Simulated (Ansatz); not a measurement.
**A computed series for hypothetical zinc blende NaCl: pressure series**

Consider NaCl in the zinc blende structure (space group F-43m, No. 216; a = 6.178 Å; a hypothetical phase, not in the database extracts checked).

Cell and atoms are relaxed at each pressure.

Level of theory: Kohn–Sham DFT with the PBEsol functional, run in Ansatz (a quantum-chemistry and plane-wave program) with PAW and 420 eV plane waves, no spin-orbit coupling.

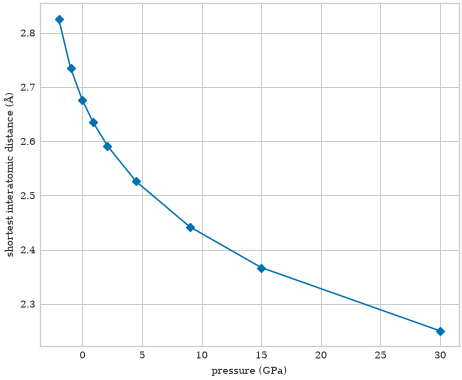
Figure: Shortest interatomic distance against pressure

```tsv
pressure (GPa)	shortest interatomic distance
-2	2.826 Å
-1	2.735 Å
0.9	2.635 Å
2.1	2.591 Å
4.5	2.526 Å
9	2.442 Å
15	2.367 Å
30	2.250 Å
```

Load acts through the strain it causes; cell and atoms are relaxed under it. Whether these cells are dynamically stable was not tested. Competing high-pressure phases were not computed.
